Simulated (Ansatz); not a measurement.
Correcting a cheap level on molecular compounds of S

The vertical ionisation energy (cation less neutral) in eV of 7 molecular compounds of S: x at PBE0-D4/def2-TZVPP, y at CCSD(T)/def2-TZVPP. Shapes, held fixed at every level: PBE0-D4/def2-TZVP. Flexible molecules stand in one conformer, not always the lowest. Programs: Ansatz 0.2.0.

| molecule | x (eV) | y (eV) |
| --- | --- | --- |
| C5H12S (tert-butyl methyl sulfide) | 8.27 | 8.36 |
| C5H10S (allyl ethyl sulfide) | 8.37 | 8.47 |
| C2H6S (dimethyl sulfide) | 8.56 | 8.64 |
| C2H8SSi (SMILES CCS[SiH3]) | 8.98 | 9.08 |
| CH4S2 (methyl hydrodisulfide) | 9.16 | 9.21 |
| CH5Cl3SSiTi (SMILES C[SiH2][S][Ti]([Cl])([Cl])[Cl]) | 9.73 | ? |
| Si2SF6 (SMILES F[Si](F)(F)S[Si](F)(F)F) | 11.51 | 11.54 |

Question: Fit y = c + s·x to the known rows and predict y for CH5Cl3SSiTi.

Answer: 
1. Means of the 6 rows: x = 9.1417, y = 9.217.
2. Σ(Δx)² = 7.3291, Σ(Δx·Δy) = 7.1827, so the slope is 7.1827/7.3291 = 0.98002.
3. Intercept: 9.217 − (0.98002) × 9.1417 = 0.258. The largest residual of the fit is 0.025.
4. CH5Cl3SSiTi: 0.258 + 0.98002 × 9.73 = 9.79 eV.

CCSD(T)/def2-TZVPP gives 9.82 eV, so the prediction is off by -0.03 eV, about the largest residual. Uncorrected, PBE0-D4/def2-TZVPP misses it by -0.09 eV, and the other rows by 0.08 on average. The line removes about 70 % of this miss. Si2SF6 lies far out in x and weighs most in the slope. Left out in turn, the other rows are missed by 0.02 eV on average, so much of the error is systematic among these molecules. Cations run unrestricted. Outer-core shells of Ti are correlated, in sets that cover them unevenly.

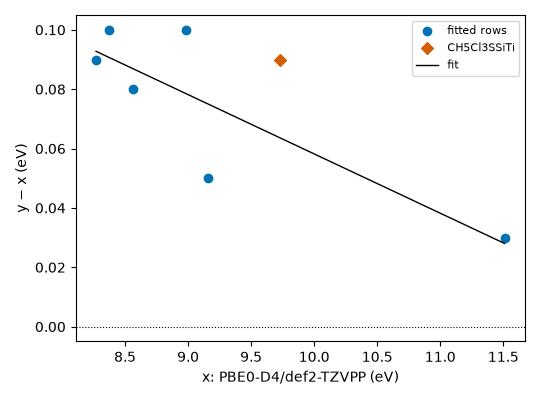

The correction y − x against x, with the fitted line and the withheld molecule.
